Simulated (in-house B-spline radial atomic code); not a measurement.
# RPA and GW calculation for S⁶⁺

System: S⁶⁺, configuration [He] 2s2 2p6.
Method: RPA, second-order and SOSEX correlation energies and G0W0 (contour deformation) on a scalar-relativistic (spin-free one-electron X2C) mean field, all electrons, B-spline basis (in-house B-spline radial atomic code).

**Summary**

- outcome: converged
- mean-field total energy: −389.09177 hartree
- total energy with exact exchange alone: −388.63163 hartree
- exact exchange energy: −22.82524 hartree
- RPA correlation, extrapolated in the angular momentum of the empty orbitals: −0.61038 hartree
- RPA correlation, as summed: −0.60729 hartree
- direct second-order term: −0.66279 hartree
- second-order exchange term: 0.23444 hartree
- SOSEX term: 0.22133 hartree
- hardware: 1 CPU thread, shared host
- wall time: 0.7 s

**Notes**

Limits: spin-orbit coupling, Breit and QED terms are absent.

**Input**
```
Z = 16
electrons = 10.0
configuration = [He] 2s2 2p6
hamiltonian = x2c
method = scan,scan
lmax = 9
rms_radius = 3.2611
spin_polarised = False
box_radius = 9.29
intervals = 68
```

Launched within a batch (the task file carries these settings):
```bash
python <driver script> task.json out
```

The program writes its results to a structured record and prints no log; tables and figures of this report are taken from that record.

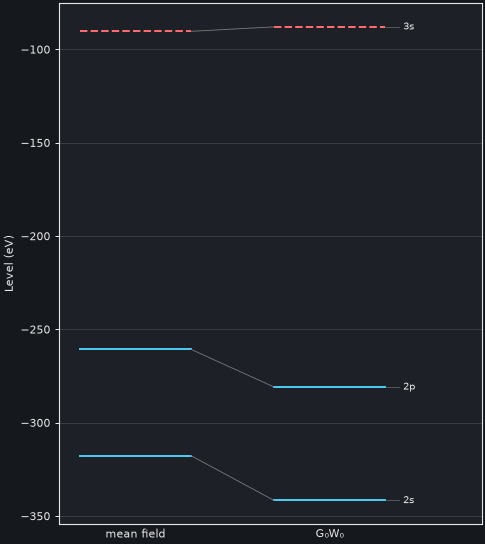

Figure 1. Mean-field and G₀W₀ levels (solid occupied, dashed empty) for S⁶⁺ ([He] 2s² 2p⁶). All-electron spherical atom, scalar X2C, SCAN start, no spin-orbit coupling, Breit or QED terms; computed with a B-spline radial code. The quasi-particle equation is solved at full frequency; levels of low quasi-particle weight Z are left out. Σ columns are in eV, and Σc holds an estimate for the angular momenta beyond the basis. G₀W₀ moves the highest occupied level, 2p, from −260.77 to −280.95 eV (renormalisation factor Z = 0.98). The empty level 3s goes from −90.38 to −87.98 eV.

| Level | Mean field (eV) | Σx − vxc (eV) | Σc (eV) | Z | G₀W₀ (eV) |
| --- | --- | --- | --- | --- | --- |
| 3s | −90.38 | 3.02 | −0.63 | 1.00 | −87.98 |
| 2p | −260.77 | −22.21 | 2.02 | 0.98 | −280.95 |
| 2s | −317.71 | −28.79 | 4.75 | 0.97 | −341.75 |
